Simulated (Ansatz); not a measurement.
Input file:

```
crystal:
  periodic: [false, false, false]
  atoms:
    - symbol: C
      position_ang: [0.176964, -0.705276, 0.491358]
    - symbol: C
      position_ang: [-0.453765, 0.374958, 0.007498]
    - symbol: Al
      position_ang: [0.283095, 0.506638, -1.819425]
    - symbol: H
      position_ang: [-1.158554, 0.887555, 0.658947]
    - symbol: H
      position_ang: [0.044975, -1.120494, 1.490904]
    - symbol: H
      position_ang: [0.901297, -1.266350, -0.119342]
basis:
  gaussian:
    orbitals: def2-TZVPD
hamiltonian:
  xc: {name: PBE0}
output: {forces: true, orbitals: {seedname: orbitals}}
```

Launched as:

```sh
ansatz run input.yaml --threads 2 --pin off --max-ram 4350MiB --events-out events.jsonl --progress --plain --runs-dir runs
```

Geometry: r2SCAN-D4/def2-TZVP.

Theory: isolated molecule in a Gaussian basis; Kohn-Sham density functional theory, functional PBE0 (Ansatz).

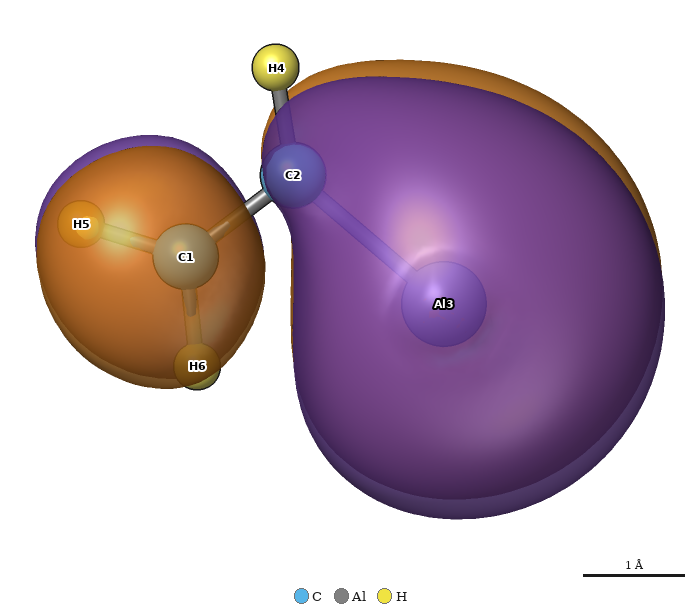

C$_{2}$H$_{3}$Al (SMILES C=[CH][Al]). One frontier orbital at ±0.05 Å⁻³ᐟ² (orange and purple are the two phases), seen across its widest extent.

Which orbital is it: HOMO or LUMO?

The LUMO, at −1.49 eV. It lies mainly on Al3 (about 70 %), C1 (about 15 %) and C2 (about 10 %); it changes sign across the molecular plane (π type); π-antibonding (a node) across C1–C2.
